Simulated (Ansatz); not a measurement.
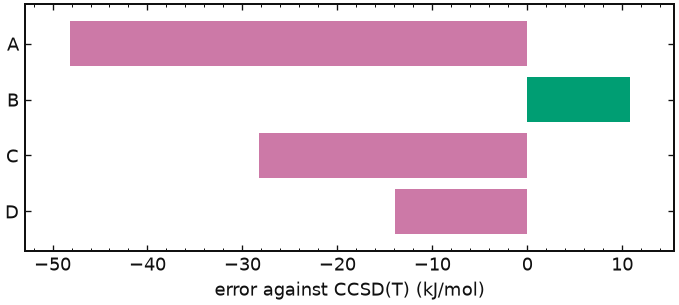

Error in the electronic atomisation energy (method less reference, so positive means overbinding) of C₂H₆OSi, SMILES C[C@H]1O[SiH2]1: functionals in def2-TZVPP against frozen-core CCSD(T) at the limit (MP2 extrapolated from triple and quadruple zeta, plus CCSD(T) less MP2 in a smaller set), which gives 3702.0 kJ/mol, at a PBE0-D4/def2-TZVP geometry (a minimum by its frequencies), no zero-point or spin-orbit term, the Ansatz code. The reference leaves out core correlation, a term that grows with the number of heavy atoms. PBE-QIDH holds a correlation term that converges slowly with the basis, so part of the distance to the limit is basis error. No dispersion term is added to PBE-QIDH.

**The letters stand for PBE-QIDH, r2SCAN0-D4, r2SCANh-D4 and ωB97X-V. Which is which?**

A: r2SCAN0-D4 (−48.2 kJ/mol); B: ωB97X-V (10.8 kJ/mol); C: PBE-QIDH (−28.2 kJ/mol); D: r2SCANh-D4 (−13.9 kJ/mol).
